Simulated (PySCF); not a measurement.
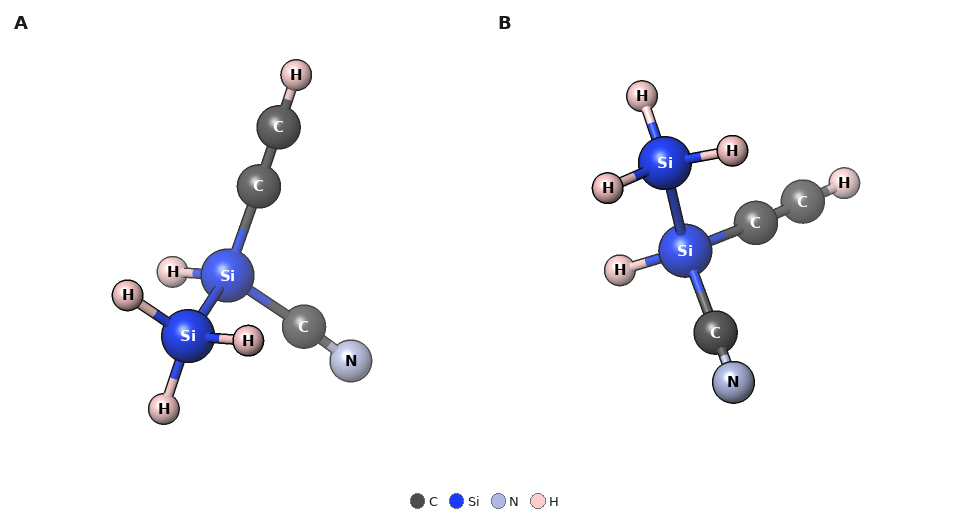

Atoms fade into the background with distance from the viewer. The computed structure is the end point of a PBE0-D3(BJ)/def2-SVP optimisation. No frequency run is at hand to confirm it as a minimum.

Can A be turned into B by a rotation alone?

Answer. Yes. They are the same structure, C3H5NSi2 (C#C[Si@H]([SiH3])C#N), seen from two directions: a rotation takes one into the other. The geometry is chiral (C1), so its mirror image would differ.
